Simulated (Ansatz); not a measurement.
System (SMILES): [Si]Cl (Si-Cl), doublet.
Atoms: Si1, Cl2. Bonds: Si1-Cl2.

Basis-set convergence of the highest harmonic wavenumber at MP2 with Ansatz (an electronic-structure program). Each level at its own minimum, finite differences of forces, unscaled; the reference is a large set that could be run, not a limit. Cartesian d functions, on some or all atoms, in 6-311G**, 6-311+G**; all else is spherical. Cores are frozen. Open shells are unrestricted. No added dispersion term, no relativity. Reference: the value in def2-QZVPP, 538 cm⁻¹, itself unsure by roughly 3 cm⁻¹ (its mean distance from cc-pV(Q+d)Z, aug-cc-pV(T+d)Z, def2-TZVPPD). Deviations are taken from unrounded values.

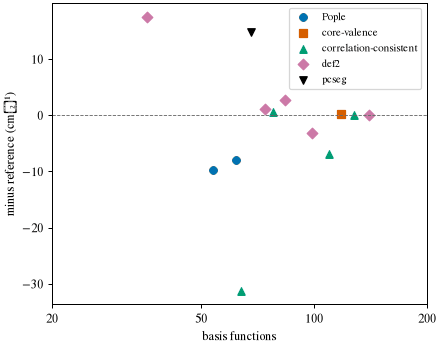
Fig. 1. Deviation from the reference against the number of basis functions, by family of sets.

| basis | functions | highest harmonic wavenumber (cm⁻¹) | minus reference (cm⁻¹) |
|---|---|---|---|
| def2-SVP | 36 | 556 | 18 |
| 6-311G** | 54 | 529 | -10 |
| 6-311+G** | 62 | 531 | -8 |
| aug-cc-pV(D+d)Z | 64 | 507 | -31 |
| pcseg-2 | 68 | 553 | 15 |
| def2-TZVP | 74 | 539 | 1 |
| cc-pV(T+d)Z | 78 | 539 | 1 |
| def2-TZVPP | 84 | 541 | 3 |
| def2-TZVPPD | 99 | 535 | -3 |
| aug-cc-pV(T+d)Z | 110 | 532 | -7 |
| cc-pCVTZ | 118 | 539 | 0 |
| cc-pV(Q+d)Z | 128 | 539 | 0 |
| def2-QZVPP | 140 | 538 | 0 |
